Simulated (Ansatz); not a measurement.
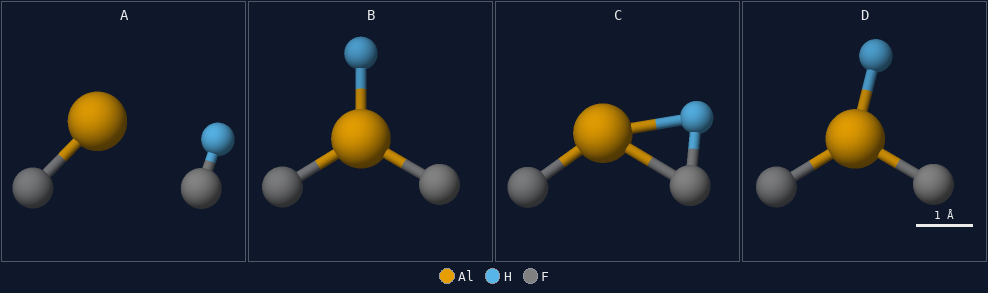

4 geometries from a converged minimum-energy path of AlHF2, shuffled. A ball-and-stick model, seen at a tilt.

Computed with RKS PBE0/def2-SVP in Ansatz. Settings: 9 movable images; climbing image; force threshold 0.05 eV/Å; iteration limit 60; starting path through a guess of the saddle point.

### Which frame is the transition state?

C. In order along the path, whose images run from 0 to 10: B (image 0, 0.00 eV), D (image 1, +0.11 eV), C (image 6, +3.10 eV), A (image 8, +2.39 eV). Breaking: Al–F (1.65 → 2.44 Å), Al–H (1.56 → 2.85 Å). Forming: F–H (2.80 → 0.93 Å).

Cost: 60 s on 1 thread of Arm Neoverse V2 (shared host), peak memory 0.097 GiB.
